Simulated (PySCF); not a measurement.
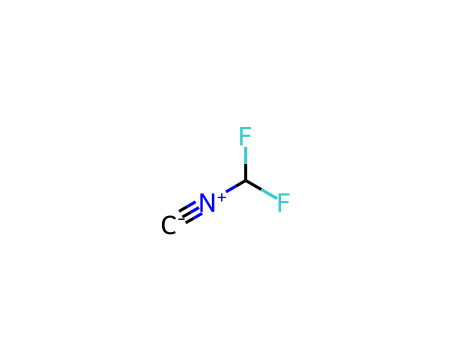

Skeletal drawing of a molecule.

Write the SMILES.

Answer. [C-]#[N+]C(F)F

Give the formula, hydrogens included.

Answer. C2HF2N.

An optimisation with PBE0-D3(BJ)/def2-TZVP gave a structure of which point group?

Answer. Cs.

More results for the same structure follow; atom numbers are the same in all pictures, views and colours differ. The geometry was computed by an optimisation with PBE0-D3(BJ)/def2-TZVP. No frequency run is at hand to confirm it as a minimum.

Shape

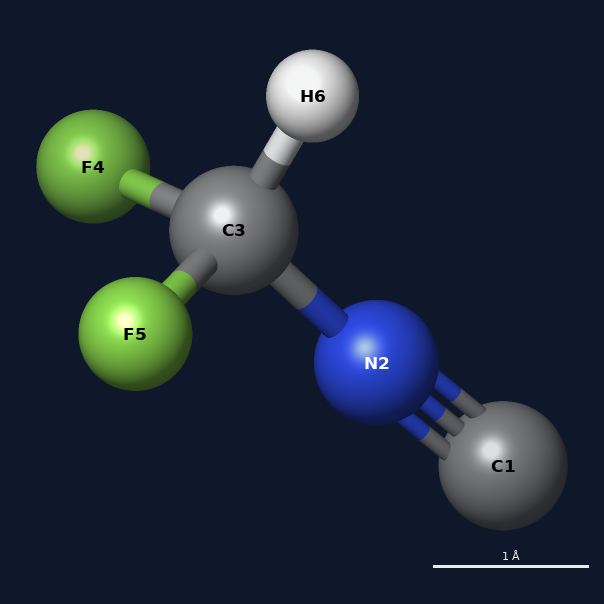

The atoms are numbered. No frequency run is at hand to confirm it as a minimum.

What is the geometry at N2?

Answer. N2 has 2 neighbours (C1 at 1.17, C3 at 1.40 Å); the arrangement is linear.

What is the geometry at C3?

Answer. C3 has 4 neighbours (N2 at 1.40, F4 at 1.34, F5 at 1.34, H6 at 1.09 Å); the arrangement is tetrahedral.

Quadrupole coupling

No frequency run is at hand to confirm it as a minimum. Electric field gradients from the ground-state density, PBE0/pcSseg-2 (PySCF 2.14.0), non-relativistic apart from any core potentials.

Give the largest field-gradient component, the quadrupole coupling constant and the asymmetry for 14N at N2 (Q = 20.44 mb), 2H at H6 (Q = 2.86 mb).

```csv
atom,V_zz (a.u.),e²qQ/h (MHz),η
N2,0.162,0.777,0.09
H6,0.258,0.173,0.01
```

Levels of theory compared

No frequency run is at hand to confirm it as a minimum. Program: PySCF 2.14.0.

Compare dipole (D), HOMO energy (eV), HOMO–LUMO gap (eV) at these levels: B97-2/pcSseg-2; KT3/pcSseg-2; PBE0/pcSseg-2; WP04/pcSseg-2 in chloroform (IEF-PCM); ωB97X-D/pcSseg-2; ωB97X-D/pcSseg-2 in chloroform (IEF-PCM).

| level | dipole (D) | HOMO energy (eV) | HOMO–LUMO gap (eV) |
| --- | --- | --- | --- |
| B97-2/pcSseg-2 | 2.28 | −9.37 | 8.68 |
| KT3/pcSseg-2 | 2.22 | −8.23 | 6.54 |
| PBE0/pcSseg-2 | 2.30 | −9.64 | 9.02 |
| WP04/pcSseg-2 in chloroform (IEF-PCM) | 2.60 | −10.84 | 8.01 |
| ωB97X-D/pcSseg-2 | 2.31 | −11.68 | 12.92 |
| ωB97X-D/pcSseg-2 in chloroform (IEF-PCM) | 2.73 | −11.74 | 13.06 |

NMR shielding

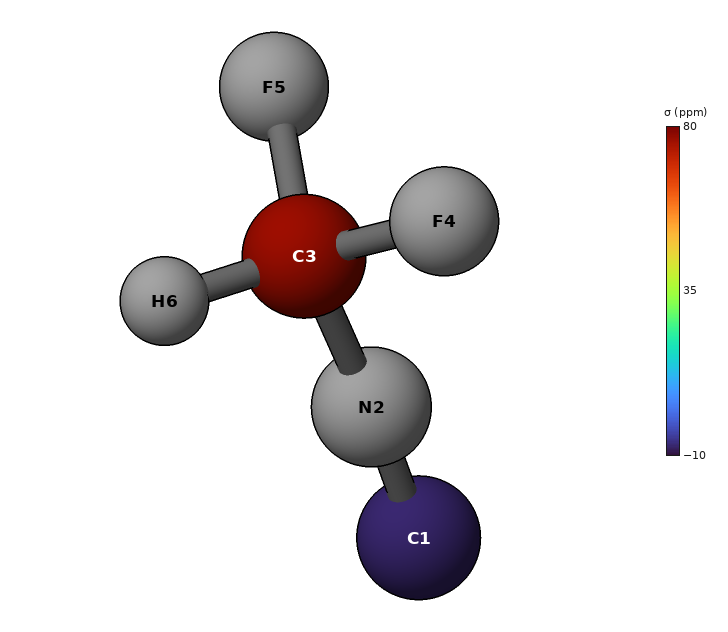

Atoms are coloured by their isotropic NMR shieldings (C only, the others grey). No frequency run is at hand to confirm it as a minimum. Method: GIAO ωB97X-D/pcSseg-2 NMR shielding, non-relativistic, gas phase (PySCF 2.14.0).

Give the isotropic NMR shieldings of the C atoms atom by atom.

| atom | σ (ppm) |
| --- | --- |
| C1 | −7.3 |
| C3 | 76.8 |

Charges

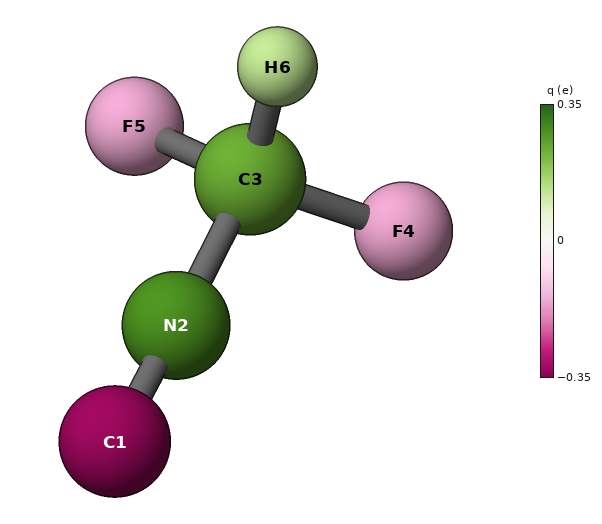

Atoms are coloured by their ESP-fitted charges. No frequency run is at hand to confirm it as a minimum. Method: PBE0/pcSseg-2, gas phase (PySCF 2.14.0).

Give the ESP-fitted charges atom by atom.

```csv
atom,value (e)
C1,−0.33
N2,0.28
C3,0.24
F4,−0.16
F5,−0.16
H6,0.13
```
